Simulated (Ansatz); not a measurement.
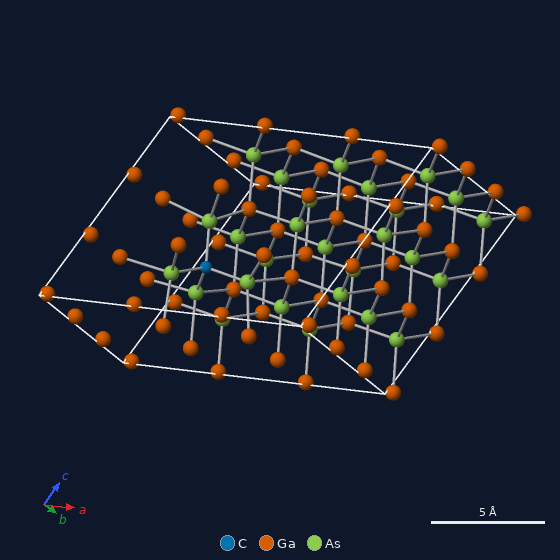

A ball-and-stick picture of a crystal structure, seen from a general direction. The supercell is drawn as a box. The host is GaAs, in a cell of 54 sites, and the cell is neutral.

### Where does the cell differ from the host, and how?

Carbon on a gallium site (a substitutional impurity). It is bonded to four As in a tetrahedral arrangement at about 2.1 Å.

The numbers come from DFT LDA, scalar-relativistic, plane waves, PAW in Ansatz 0.2.0, using a 420 eV plane-wave basis, k-point mesh 2×2×2, Gaussian smearing of 0.02 eV, collinear spins.

### Is there a net spin in the supercell?

No net moment.

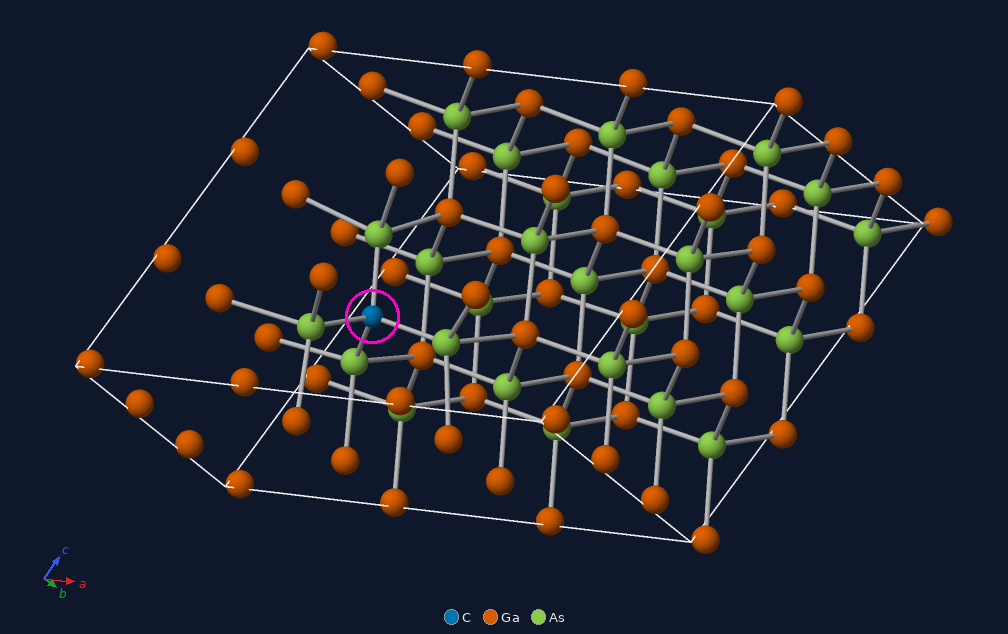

The same cell with a ring at the defect's site.

The atoms were relaxed in the host's cell with DFT LDA, scalar-relativistic, plane waves, PAW (Ansatz).
